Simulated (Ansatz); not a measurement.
**SiH3F + SiH3 radical: a complex and its separated parts**

The complex below is one end of an elementary step. How strongly is it bound against its free parts?

Computed with Ansatz 0.2.0, Gaussian basis. Level: PBE0-D4/def2-TZVP structures, single points in def2-TZVPP, no counterpoise correction.

Levels: SPW92, PBE-D4, BLYP-D4, r2SCAN-D4, B97M-V, PBE0-D4, B3LYP-D4, r2SCAN0-D4, BHLYP-D4, CAM-B3LYP-D4, wB97X-V, wB97M-V, B2PLYP, PBE-QIDH, RPA on PBE, Hartree-Fock, MP2, CCSD, CCSD(T).

Cores are frozen in the correlated methods. Orbitals are unrestricted. B3LYP uses VWN-RPA correlation. B2PLYP carries no dispersion term here.

20 further runs of the same task are left out: 20 set aside as unsound or not needed.

**1. Starting geometry**

The complex: 9 atoms, charge 0, spin multiplicity 2.

Atoms are counted from 1 here; the program's logs count them from 0.

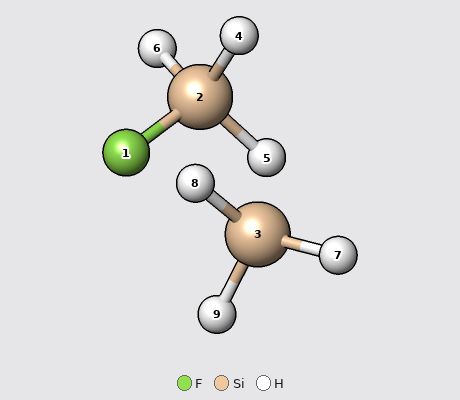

Start geometry, drawn with fluorine green, silicon light orange, hydrogen white; atoms are numbered from 1 in the order of the file.

Geometry (Å):

```xyz
9
FH6Si2
F     1.13872   -1.05902    0.52947
Si   -0.28796   -1.32669    1.21075
Si    0.12044    1.46127   -1.30159
H    -0.71168   -0.09705    1.91988
H    -1.25849   -1.68682    0.15130
H    -0.12123   -2.44698    2.16735
H    -0.75905    2.48375   -1.92724
H     1.14044    2.09017   -0.42522
H     0.73880    0.58127   -2.32471
```

Its parts: SiH3F holds atoms 1, 2, 4, 5, 6; SiH3 radical holds atoms 3, 7, 8, 9. Each part counts its atoms afresh in its own runs.

**2. Relaxing SiH3F alone**

The input, relax-a/in.yaml:

```yaml
crystal:
  periodic: [false, false, false]
  atoms:
    - {symbol: F, position_ang: [1.138725, -1.059024, 0.529472]}
    - {symbol: Si, position_ang: [-0.287957, -1.326692, 1.210753]}
    - {symbol: H, position_ang: [-0.711677, -0.097047, 1.919881]}
    - {symbol: H, position_ang: [-1.258487, -1.686817, 0.151305]}
    - {symbol: H, position_ang: [-0.121235, -2.446978, 2.167350]}
basis:
  gaussian: {orbitals: def2-TZVP}
hamiltonian: {xc: pbe0, dispersion: d4}
relax: {f_tol: 0.005, max_steps: 200}
```

No record of the launch command was kept for these runs.

The log of the run, shortened:

```text
Functional definition: PBE0
  name "PBE0"
  cite "Adamo & Barone, J. Chem. Phys. 110, 6158 (1999) doi:10.1063/1.478522"
  cite "Perdew, Burke & Ernzerhof, Phys. Rev. Lett. 77, 3865 (1996) doi:10.1103/PhysRevLett.77.3865"
  parent pbe
[...]
556 factors; their error is unknown
[...]
mean field -10640.14882085 eV, -391.0182570142 hartree, gradient 4.4e-5 eV, S^2 0.000000; 0 other end points of the search recorded, 0 dependent functions left out
[...]
reference -10640.14884527 eV, -391.0182579116 hartree; 13, 13 occupied and 73, 73 virtual orbitals, 556 factors
relax step   1: F+E_penalty+E_count = -10640.18725837 eV  Δ(F+E_penalty+E_count) = +0.000e0 eV  max|allowed force component| = 1.600e-1 eV/Å  Δτ_max = 0.0000 Å  (20 SCF iters, accepted)
[...]
relax step   2: F+E_penalty+E_count = -10640.18797142 eV  Δ(F+E_penalty+E_count) = -7.131e-4 eV  max|allowed force component| = 7.059e-2 eV/Å  Δτ_max = 0.0063 Å  (24 SCF iters, accepted)
[...]
relax step   3: F+E_penalty+E_count = -10640.18812193 eV  Δ(F+E_penalty+E_count) = -1.505e-4 eV  max|allowed force component| = 3.759e-3 eV/Å  Δτ_max = 0.0034 Å  (20 SCF iters, accepted)
556 factors; their error is unknown
[...]
mean field -10640.14967600 eV, -391.0182884406 hartree, gradient 1.2e-5 eV, S^2 0.000000; 1 other end points of the search recorded, 0 dependent functions left out
[...]
reference -10640.14970042 eV, -391.0182893378 hartree; 13, 13 occupied and 73, 73 virtual orbitals, 556 factors
Total energy: -10640.18814635 eV, -391.0197021997 hartree
Atom 0 at     1.133651    -1.053328     0.525841 Å, force     0.003759     0.000728    -0.001818 eV/Å
Atom 1 at    -0.284130    -1.330359     1.213220 Å, force     0.001611     0.000647    -0.001100 eV/Å
Atom 2 at    -0.709014    -0.097741     1.917145 Å, force    -0.001762     0.000494     0.001324 eV/Å
Atom 3 at    -1.254807    -1.685357     0.151547 Å, force    -0.002148    -0.000655     0.000048 eV/Å
Atom 4 at    -0.126331    -2.449772     2.171008 Å, force    -0.001460    -0.001214     0.001546 eV/Å
Dipole moment:    -0.234370    -0.045811     0.113643 e Å
```

It took 1.3 s on 4 threads, shared host; peak memory 0.15 GiB.

Relaxation path:

| step | energy from step 1 (eV) | largest force component (eV/Å) |
| --- | --- | --- |
| 1 | 0.0000 | 0.1600 |
| 2 | -0.0007 | 0.0706 |
| 3 | -0.0009 | 0.0038 |

Close pairs (by a distance rule), those that changed most:

| bond | before (Å) | after (Å) | change (Å) |
| --- | --- | --- | --- |
| F1–Si2 | 1.603 | 1.600 | -0.004 |
| Si2–H5 | 1.483 | 1.482 | -0.001 |
| Si2–H4 | 1.481 | 1.482 | +0.000 |
| Si2–H3 | 1.481 | 1.482 | +0.000 |

**3. Relaxing SiH3 radical alone**

The input, relax-b/in.yaml:

```yaml
crystal:
  periodic: [false, false, false]
  atoms:
    - {symbol: Si, position_ang: [0.120443, 1.461272, -1.301591]}
    - {symbol: H, position_ang: [-0.759048, 2.483750, -1.927243]}
    - {symbol: H, position_ang: [1.140437, 2.090167, -0.425216]}
    - {symbol: H, position_ang: [0.738798, 0.581268, -2.324712]}
basis:
  gaussian: {orbitals: def2-TZVP}
magnetization: {spin_polarized: true, initial_magnetization: 1}
hamiltonian: {xc: pbe0, dispersion: d4}
relax: {f_tol: 0.005, max_steps: 200}
```

The log of the run, shortened:

```text
[... 5 set-up lines as earlier in the session ...]
[...]
400 factors; their error is unknown
[...]
mean field -7921.47148187 eV, -291.1087075924 hartree, gradient 2.2e-5 eV, S^2 0.753039; 0 other end points of the search recorded, 0 dependent functions left out
[...]
reference -7921.47150839 eV, -291.1087085672 hartree; 9, 8 occupied and 46, 47 virtual orbitals, 400 factors
relax step   1: F+E_penalty+E_count = -7921.49949612 eV  Δ(F+E_penalty+E_count) = +0.000e0 eV  max|allowed force component| = 7.233e-2 eV/Å  Δτ_max = 0.0000 Å  (22 SCF iters, accepted)
[...]
relax step   2: F+E_penalty+E_count = -7921.49975040 eV  Δ(F+E_penalty+E_count) = -2.543e-4 eV  max|allowed force component| = 9.000e-3 eV/Å  Δτ_max = 0.0069 Å  (23 SCF iters, accepted)
[...]
relax step   3: F+E_penalty+E_count = -7921.49976228 eV  Δ(F+E_penalty+E_count) = -1.188e-5 eV  max|allowed force component| = 4.399e-4 eV/Å  Δτ_max = 0.0011 Å  (18 SCF iters, accepted)
400 factors; their error is unknown
[...]
mean field -7921.47174223 eV, -291.1087171605 hartree, gradient 3.8e-5 eV, S^2 0.752998; 1 other end points of the search recorded, 0 dependent functions left out
[...]
reference -7921.47176873 eV, -291.1087181344 hartree; 9, 8 occupied and 46, 47 virtual orbitals, 400 factors
Total energy: -7921.49978878 eV, -291.1097478524 hartree
Atom 0 at     0.115096     1.459480    -1.298844 Å, force     0.000440    -0.000205     0.000036 eV/Å
Atom 1 at    -0.757980     2.484177    -1.928042 Å, force     0.000125    -0.000021    -0.000003 eV/Å
Atom 2 at     1.142133     2.088828    -0.428591 Å, force    -0.000346    -0.000144    -0.000343 eV/Å
Atom 3 at     0.741381     0.583972    -2.323285 Å, force    -0.000219     0.000370     0.000310 eV/Å
Dipole moment:    -0.003878    -0.003855     0.003883 e Å
```

Wall time 0.9 s (4 threads, shared host).

Relaxation path:

| step | energy from step 1 (eV) | largest force component (eV/Å) |
| --- | --- | --- |
| 1 | 0.0000 | 0.0723 |
| 2 | -0.0003 | 0.0090 |
| 3 | -0.0003 | 0.0004 |

Distances of close pairs at the start and the end, largest changes first:

| bond | before (Å) | after (Å) | change (Å) |
| --- | --- | --- | --- |
| Si1–H4 | 1.484 | 1.486 | +0.002 |
| Si1–H3 | 1.485 | 1.486 | +0.001 |
| Si1–H2 | 1.487 | 1.486 | -0.001 |

**4. wB97M-V/def2-TZVPP**

The input, parta/in.yaml:

```yaml
crystal:
  periodic: [false, false, false]
  atoms:
    - {symbol: F, position_ang: [1.133651, -1.053328, 0.525841]}
    - {symbol: Si, position_ang: [-0.284130, -1.330359, 1.213220]}
    - {symbol: H, position_ang: [-0.709014, -0.097741, 1.917145]}
    - {symbol: H, position_ang: [-1.254807, -1.685357, 0.151547]}
    - {symbol: H, position_ang: [-0.126331, -2.449772, 2.171008]}
basis:
  gaussian: {orbitals: def2-TZVPP}
hamiltonian: {xc: {name: wB97M-V}}
```

The input, partb/in.yaml:

```yaml
crystal:
  periodic: [false, false, false]
  atoms:
    - {symbol: Si, position_ang: [0.115096, 1.459480, -1.298844]}
    - {symbol: H, position_ang: [-0.757980, 2.484177, -1.928042]}
    - {symbol: H, position_ang: [1.142133, 2.088828, -0.428591]}
    - {symbol: H, position_ang: [0.741381, 0.583972, -2.323285]}
basis:
  gaussian: {orbitals: def2-TZVPP}
magnetization: {spin_polarized: true, initial_magnetization: 1}
hamiltonian: {xc: {name: wB97M-V}}
```

Log of parta, shortened:

```text
Functional definition: wB97M-V
  name "wB97M-V"
  cite "Mardirossian & Head-Gordon, J. Chem. Phys. 144, 214110 (2016) doi:10.1063/1.4952647"
  cite "Becke, J. Chem. Phys. 107, 8554 (1997) doi:10.1063/1.475007"
  cite "Vydrov & Van Voorhis, J. Chem. Phys. 133, 244103 (2010) doi:10.1063/1.3521275"
  # Of w^i u^j: cxij and so on, Table III.
[...]
  gx(w, u) = 1 - cx + cx01*u + cx10*w
  gss(w, u) = css00 + css04*u^4 + css10*w + css20*w^2 + css43*w^4*u^3
  gos(w, u) = cos00 + cos10*w + (cos20 + cos21*u)*w^2 + (cos60 + cos61*u)*w^6
[...]
      + integral(e_c_pw_mod_opposite_spin*gos(b97_w_opposite, b97_u_opposite)) + vv10(b, c)
624 factors; their error is unknown
142 factors; integrals over basis functions are off by at most 1.1e-5 eV
[...]
mean field -10644.72790061 eV, -391.1865350917 hartree, gradient 2.4e-5 eV, S^2 0.000000; 0 other end points of the search recorded, 0 dependent functions left out
reference -10644.72793998 eV, -391.1865365384 hartree; 13, 13 occupied and 102, 102 virtual orbitals, 624 factors
Total energy: -10644.72793998 eV, -391.1865365384 hartree
```

partb printed, shortened:

```text
[... 5 set-up lines as earlier in the session ...]
  # Of w^i u^j: cxij and so on, Table III.
[...]
  gx(w, u) = 1 - cx + cx01*u + cx10*w
  gss(w, u) = css00 + css04*u^4 + css10*w + css20*w^2 + css43*w^4*u^3
  gos(w, u) = cos00 + cos10*w + (cos20 + cos21*u)*w^2 + (cos60 + cos61*u)*w^6
[...]
      + integral(e_c_pw_mod_opposite_spin*gos(b97_w_opposite, b97_u_opposite)) + vv10(b, c)
468 factors; their error is unknown
115 factors; integrals over basis functions are off by at most 1.2e-5 eV
[...]
mean field -7923.88140565 eV, -291.1972706579 hartree, gradient 8.3e-5 eV, S^2 0.751151; 0 other end points of the search recorded, 0 dependent functions left out
reference -7923.88144403 eV, -291.1972720682 hartree; 9, 8 occupied and 75, 76 virtual orbitals, 468 factors
Total energy: -7923.88144403 eV, -291.1972720682 hartree
```

Times: 1.1 s (parta), 0.85 s (partb) on 4 threads, shared host; peak memory 0.22 GiB.

**5. CCSD(T)/def2-TZVPP**

Edit parta/in.yaml of step 4 so:

```diff
@@ -10,2 +10,2 @@
   gaussian: {orbitals: def2-TZVPP}
-hamiltonian: {xc: {name: wB97M-V}}
+correlation: {method: ccsd_t}
```

Edit partb/in.yaml of step 4 so:

```diff
@@ -10,2 +10,3 @@
 magnetization: {spin_polarized: true, initial_magnetization: 1}
-hamiltonian: {xc: {name: wB97M-V}}
+correlation: {method: ccsd_t}
+scf: {omitted_lower_state_checks: [cluster_reference]}
```

Log of parta, shortened:

```text
Functional definition: HF
  name "HF"
  cite "Fock, Z. Phys. 61, 126 (1930) doi:10.1007/BF01340294"
[... 1 set-up line as earlier in the session ...]
[...]
673 factors; integrals over basis functions are off by at most 9.6e-4 eV
[...]
mean field -10618.75685774 eV, -390.2321168699 hartree, gradient 1.8e-6 eV, S^2 0.000000; 0 other end points of the search recorded, 0 dependent functions left out
6 core orbitals not correlated: weight in the atoms' cores, before any rotation towards them, 1.000 or more for the frozen orbitals, at most 0.000 for the correlated occupied ones
reference -10618.75685774 eV, -390.2321168699 hartree; 7, 7 occupied and 102, 102 virtual orbitals, 673 factors
second order -10.40988389 eV of doubles, -0.00000000 eV of singles
cycle   1  -10.68401082 eV  change   -2.7e-1 eV  update   7.1e-2
[...]
cycle   8  -11.00752471 eV  change    1.7e-5 eV  update   1.3e-5
perturbative correction -0.28073744 eV, -0.0103169107 hartree
Total energy: -10630.04511989 eV, -390.6469528526 hartree
```

Log of partb, shortened:

```text
[... 4 set-up lines as earlier in the session ...]
[...]
467 factors; integrals over basis functions are off by at most 1.0e-3 eV
[...]
mean field -7908.64355689 eV, -290.6372900447 hartree, gradient 9.9e-6 eV, S^2 0.755037; 0 other end points of the search recorded, 0 dependent functions left out
5 core orbitals not correlated: weight in the atoms' cores, before any rotation towards them, 1.000 or more for the frozen orbitals, at most 0.000 for the correlated occupied ones
reference -7908.64355689 eV, -290.6372900447 hartree; 4, 3 occupied and 75, 76 virtual orbitals, 467 factors
second order -3.17769989 eV of doubles, -0.00000000 eV of singles
cycle   1  -3.68587870 eV  change   -5.1e-1 eV  update   5.4e-2
[...]
cycle   9  -3.89190574 eV  change    6.8e-6 eV  update   7.1e-6
perturbative correction -0.09593960 eV, -0.0035257152 hartree
Total energy: -7912.63140224 eV, -290.7838406580 hartree
Checks for a lower state left out: cluster_reference
```

Times: 1.1 s (parta), 0.75 s (partb) on 4 threads, shared host; peak memory 0.39 GiB.

**6. Vibrations of SiH3F**

The input, vib-parta/in.yaml:

```yaml
crystal:
  periodic: [false, false, false]
  atoms:
    - {symbol: F, position_ang: [1.133651, -1.053328, 0.525841]}
    - {symbol: Si, position_ang: [-0.284130, -1.330359, 1.213220]}
    - {symbol: H, position_ang: [-0.709014, -0.097741, 1.917145]}
    - {symbol: H, position_ang: [-1.254807, -1.685357, 0.151547]}
    - {symbol: H, position_ang: [-0.126331, -2.449772, 2.171008]}
basis:
  gaussian: {orbitals: def2-TZVP}
hamiltonian: {xc: pbe0, dispersion: d4}
phonons: {temperatures: {t_min: 298.15, t_max: 900, t_step: 200}}
```

The log of the run, shortened:

```text
[... 5 set-up lines as earlier in the session ...]
[...]
556 factors; their error is unknown
[...]
mean field -10640.14967588 eV, -391.0182884362 hartree, gradient 4.3e-5 eV, S^2 0.000000; 0 other end points of the search recorded, 0 dependent functions left out
[...]
reference -10640.14970029 eV, -391.0182893332 hartree; 13, 13 occupied and 73, 73 virtual orbitals, 556 factors
[... from here to the last solve, the lines of the solves are left out (17 solves) ...]
556 factors; their error is unknown
mean field -10640.14967131 eV, -391.0182882683 hartree, gradient 2.5e-6 eV, S^2 0.000000; 0 other end points of the search recorded, 0 dependent functions left out
[...]
reference -10640.14969572 eV, -391.0182891652 hartree; 13, 13 occupied and 73, 73 virtual orbitals, 556 factors
Total energy: -10640.18814622 eV, -391.0197021950 hartree
Atom 0 at     1.133651    -1.053328     0.525841 Å, force     0.003746     0.000727    -0.001812 eV/Å
Atom 1 at    -0.284130    -1.330359     1.213220 Å, force     0.001636     0.000661    -0.001100 eV/Å
Atom 2 at    -0.709014    -0.097741     1.917145 Å, force    -0.001760     0.000494     0.001325 eV/Å
Atom 3 at    -1.254807    -1.685357     0.151547 Å, force    -0.002158    -0.000663     0.000038 eV/Å
Atom 4 at    -0.126331    -2.449772     2.171008 Å, force    -0.001463    -0.001220     0.001549 eV/Å
Dipole moment:    -0.234371    -0.045811     0.113643 e Å
Vibrations: 722.40 722.41 880.38 955.97 956.00 987.00 2250.31 2257.76 2257.84 cm⁻¹, zero-point energy 0.743291 eV
```

Run time: 4.2 s. Hardware: 4 threads, shared host; peak memory 0.15 GiB.

Wavenumbers and character of the modes:

| mode | wavenumber (cm⁻¹) | character |
| --- | --- | --- |
| 1 | 722 | bend |
| 2 | 722 | bend |
| 3 | 880 | Si–F stretch |
| 4 | 956 | bend |
| 5 | 956 | bend |
| 6 | 987 | bend |
| 7 | 2250 | Si–H stretch |
| 8 | 2258 | Si–H stretch |
| 9 | 2258 | Si–H stretch |

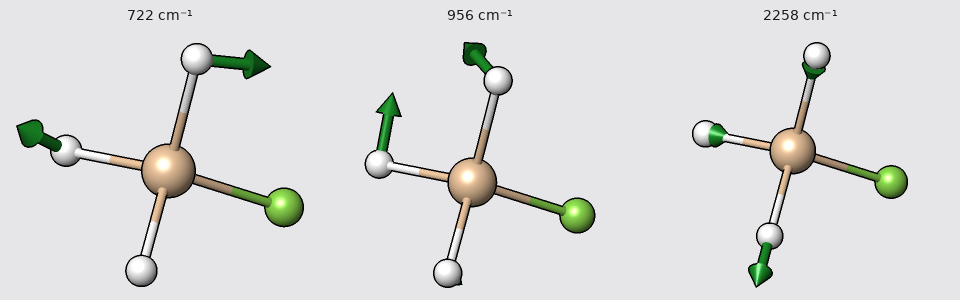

Displacements of 3 modes, as arrows.

Vibrational sums (real modes only):

| T (K) | entropy (J/mol/K) | heat capacity (J/mol/K) |
| --- | --- | --- |
| 298 | 4.3 | 14.1 |
| 498 | 16.0 | 31.8 |
| 698 | 28.8 | 43.6 |
| 898 | 40.8 | 51.7 |

**7. Vibrations of SiH3 radical**

The input, vib-partb/in.yaml:

```yaml
crystal:
  periodic: [false, false, false]
  atoms:
    - {symbol: Si, position_ang: [0.115096, 1.459480, -1.298844]}
    - {symbol: H, position_ang: [-0.757980, 2.484177, -1.928042]}
    - {symbol: H, position_ang: [1.142133, 2.088828, -0.428591]}
    - {symbol: H, position_ang: [0.741381, 0.583972, -2.323285]}
basis:
  gaussian: {orbitals: def2-TZVP}
magnetization: {spin_polarized: true, initial_magnetization: 1}
hamiltonian: {xc: pbe0, dispersion: d4}
phonons: {temperatures: {t_min: 298.15, t_max: 900, t_step: 200}}
```

The log of the run, shortened:

```text
[... 5 set-up lines as earlier in the session ...]
[...]
400 factors; their error is unknown
[...]
mean field -7921.47174221 eV, -291.1087171597 hartree, gradient 2.1e-5 eV, S^2 0.752998; 0 other end points of the search recorded, 0 dependent functions left out
[...]
reference -7921.47176872 eV, -291.1087181340 hartree; 9, 8 occupied and 46, 47 virtual orbitals, 400 factors
[...]
400 factors; their error is unknown
[...]
mean field -7921.47169630 eV, -291.1087154728 hartree, gradient 9.2e-7 eV, S^2 0.753008; 0 other end points of the search recorded, 0 dependent functions left out
[...]
reference -7921.47172283 eV, -291.1087164476 hartree; 9, 8 occupied and 46, 47 virtual orbitals, 400 factors
[...]
reference -7921.47174618 eV, -291.1087173058 hartree; 9, 8 occupied and 46, 47 virtual orbitals, 400 factors
[...]
400 factors; their error is unknown
mean field -7921.47172146 eV, -291.1087163973 hartree, gradient 1.6e-6 eV, S^2 0.752995; 0 other end points of the search recorded, 0 dependent functions left out
[...]
reference -7921.47174797 eV, -291.1087173715 hartree; 9, 8 occupied and 46, 47 virtual orbitals, 400 factors
Total energy: -7921.49978877 eV, -291.1097478519 hartree
Atom 0 at     0.115096     1.459480    -1.298844 Å, force     0.000435    -0.000186     0.000056 eV/Å
Atom 1 at    -0.757980     2.484177    -1.928042 Å, force     0.000130    -0.000029    -0.000005 eV/Å
Atom 2 at     1.142133     2.088828    -0.428591 Å, force    -0.000351    -0.000150    -0.000349 eV/Å
Atom 3 at     0.741381     0.583972    -2.323285 Å, force    -0.000214     0.000365     0.000298 eV/Å
Dipole moment:    -0.003879    -0.003856     0.003883 e Å
Vibrations: 746.98 926.71 926.74 2203.63 2241.80 2241.89 cm⁻¹, zero-point energy 0.575767 eV
```

Run time: 2.3 s. Hardware: 4 threads, shared host.

Wavenumbers and character of the modes:

| mode | wavenumber (cm⁻¹) | character |
| --- | --- | --- |
| 1 | 747 | bend |
| 2 | 927 | bend |
| 3 | 927 | bend |
| 4 | 2204 | Si–H stretch |
| 5 | 2242 | Si–H stretch |
| 6 | 2242 | Si–H stretch |

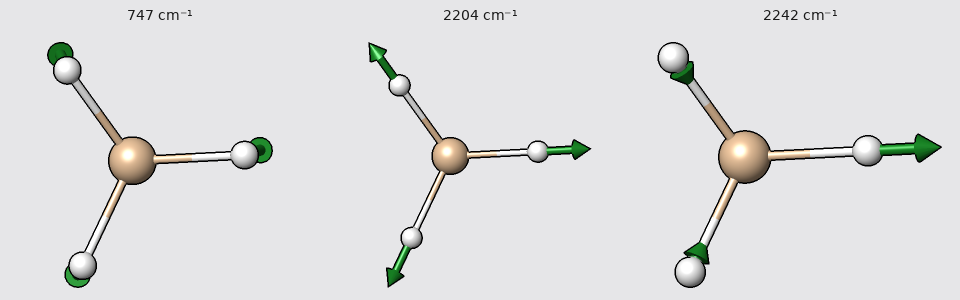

How the atoms move in 3 of the modes.

Vibrational sums (real modes only):

| T (K) | entropy (J/mol/K) | heat capacity (J/mol/K) |
| --- | --- | --- |
| 298 | 2.1 | 7.1 |
| 498 | 8.1 | 16.8 |
| 698 | 15.1 | 24.7 |
| 898 | 22.1 | 30.7 |

**8. Complex less separated parts**

The complex's own energies come from single points at the same levels. Levels not printed above were run the same way.

Rows are in def2-TZVPP; times add the 3 runs of a level on a shared host, so small differences are noise.

Differences are taken before rounding.

| method | rung | complex less parts (kcal/mol) | from CCSD(T) (kcal/mol) | time |
| --- | --- | --- | --- | --- |
| SPW92 | LDA | -3.15 | -2.39 | 1.2 s |
| PBE-D4 | GGA | -2.15 | -1.39 | 1.9 s |
| BLYP-D4 | GGA | -1.93 | -1.17 | 1.8 s |
| r2SCAN-D4 | meta-GGA | -1.60 | -0.84 | 3.5 s |
| B97M-V | meta-GGA | -1.52 | -0.76 | 5.4 s |
| PBE0-D4 | hybrid | -1.79 | -1.03 | 2.8 s |
| B3LYP-D4 | hybrid | -1.83 | -1.07 | 2.6 s |
| r2SCAN0-D4 | hybrid | -1.54 | -0.78 | 4.1 s |
| BHLYP-D4 | hybrid | -1.80 | -1.05 | 2.6 s |
| CAM-B3LYP-D4 | range-separated hybrid | -1.57 | -0.81 | 2.9 s |
| wB97X-V | range-separated hybrid | -1.25 | -0.49 | 6.4 s |
| wB97M-V | range-separated hybrid | -1.12 | -0.36 | 6.1 s |
| B2PLYP | double hybrid | -0.10 | +0.66 | 3.7 s |
| PBE-QIDH | double hybrid | -0.60 | +0.16 | 3.6 s |
| RPA on PBE | RPA | -0.25 | +0.51 | 3.3 s |
| Hartree-Fock | wavefunction | 1.34 | +2.10 |  |
| MP2 | wavefunction | -0.59 | +0.17 |  |
| CCSD | wavefunction | -0.49 | +0.27 |  |
| CCSD(T) | wavefunction | -0.76 | 0 | 57 s |

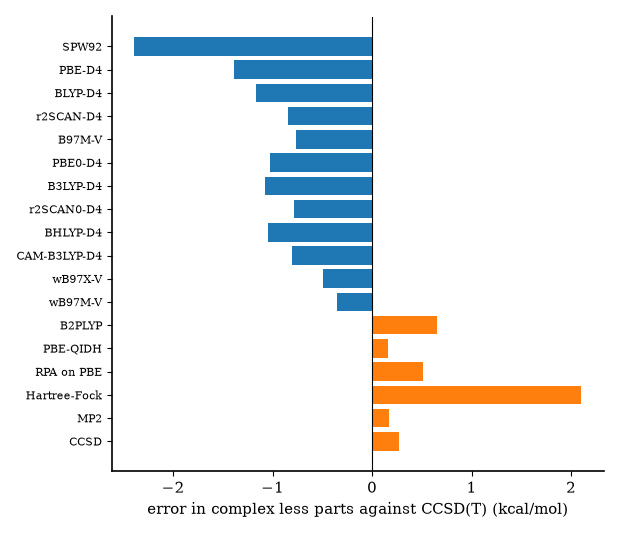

How far each level lands from CCSD(T).

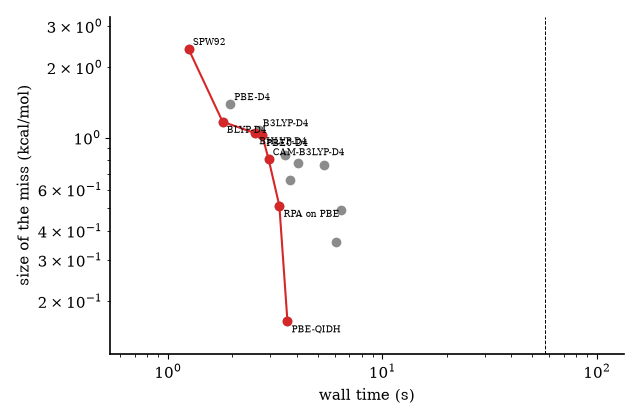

Accuracy for the time spent; red marks the levels that beat every quicker one drawn (of those quicker than the yardstick), and the dashed line is the time of CCSD(T). Only those levels and the largest misses are named. Times are from a shared host.

PBE-QIDH reaches 0.16 kcal/mol from the reference in 3.6 s, where CCSD(T) took 57 s; the quickest level in the cost chart, SPW92, takes 1.2 s and misses by 2.39 kcal/mol.

The complex's zero-point energy, from a separate PBE0-D4 run, is 1.347 eV.

**9. What came out**

| quantity | value |
| --- | --- |
| complex less parts, CCSD(T)/def2-TZVPP | -0.76 kcal/mol |
| with zero-point energy | -0.11 kcal/mol |
| largest T1 diagnostic | 0.016 |

**Reading.** At CCSD(T) the complex lies 0.76 kcal/mol below its parts. Among the functionals PBE-QIDH lands nearest to CCSD(T) (+0.16 kcal/mol) and SPW92 farthest (-2.39 kcal/mol). Mean unsigned error by rung: LDA 2.39, GGA 1.28, meta-GGA 0.80, hybrid 0.98, range-separated hybrid 0.55, double hybrid 0.41 kcal/mol. PBE-D4 gives a relative energy 1.39 kcal/mol too low, an error of 183 % of the reference. No counterpoise was applied, and triple zeta lacks some correlation, so the CCSD(T) reference has a basis error of its own, and close matches with it are partly luck.
